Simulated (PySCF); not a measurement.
Input

```
{"job": {"kind": "nmr", "xc": "PBE0", "basis": "pcSseg-1"}, "charge": 0, "multiplicity": 1}
C      3.135518     0.331436    -0.705374
C      3.133680    -0.807977     0.001512
C      1.739120    -1.127681     0.422563
C      0.937406     0.006856    -0.154229
C     -0.498404     0.129452    -0.001137
C     -1.198201     1.205091    -0.558375
C     -2.565643     1.318001    -0.409107
C     -3.274636     0.361622     0.299795
C     -2.598665    -0.710407     0.857848
C     -1.230344    -0.826262     0.710705
C      1.791175     0.834817    -0.804236
H      3.989714     0.817609    -1.142601
H      3.976506    -1.426580     0.249693
H      1.653408    -1.172283     1.510121
H      1.416296    -2.093427     0.028627
H     -0.662340     1.958880    -1.113944
H     -3.084721     2.157775    -0.848440
H     -4.344398     0.451563     0.416575
H     -3.142912    -1.461712     1.412150
H     -0.723789    -1.670229     1.154380
H      1.542309     1.740399    -1.326996
```

Run with:

```sh
OMP_NUM_THREADS=1 python probes_run.py task.json out
```

Geometry: GFN2-xTB.

The calculation used PySCF 2.14.0, PBE0/pcSseg-1, SCF density, gas phase, non-relativistic.

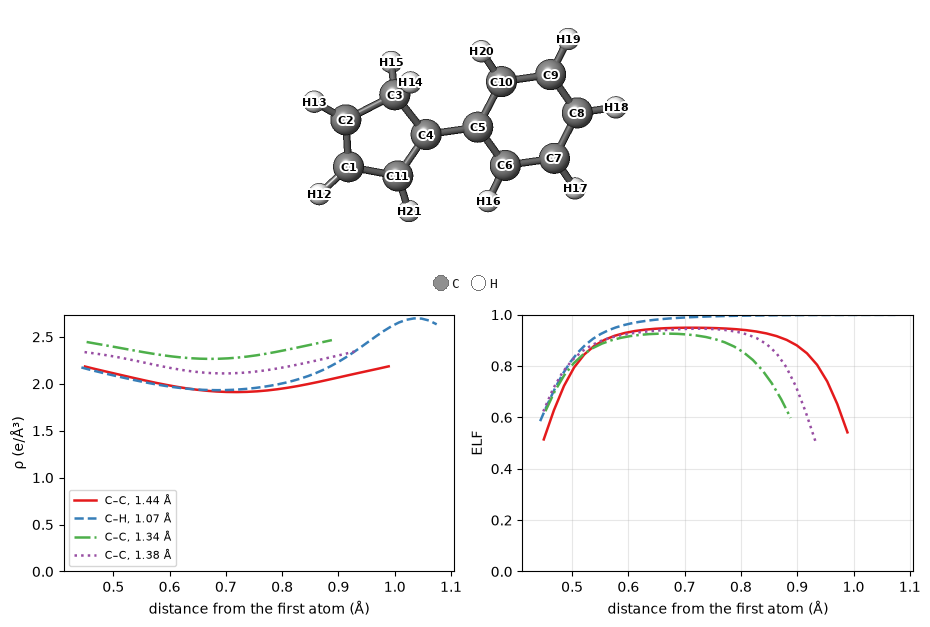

C$_{11}$H$_{10}$ (SMILES C1=CCC(c2ccccc2)=C1). Electron density and ELF along straight lines between neighbouring atoms. The curves leave out the atomic cores. The structure is drawn too.

Q: Compare the contacts.

A: C–C (1.44 Å): the density is about 1.9 e/Å³ at the midpoint; the ELF peaks at about 0.95 between the atoms (a covalent bond).
C–H (1.07 Å): ρ at the midpoint is about 2 e/Å³; the ELF climbs to about 1 towards the hydrogen, as it does in any bond to H (a covalent bond by its length).
C–C (1.34 Å): the density is about 2.3 e/Å³ at the midpoint; the ELF peaks at about 0.95 between the atoms; a multiple bond.
C–C (1.38 Å): ρ is about 2.1 e/Å³ halfway; the ELF peaks at about 0.95 between the atoms, as expected for a covalent bond.
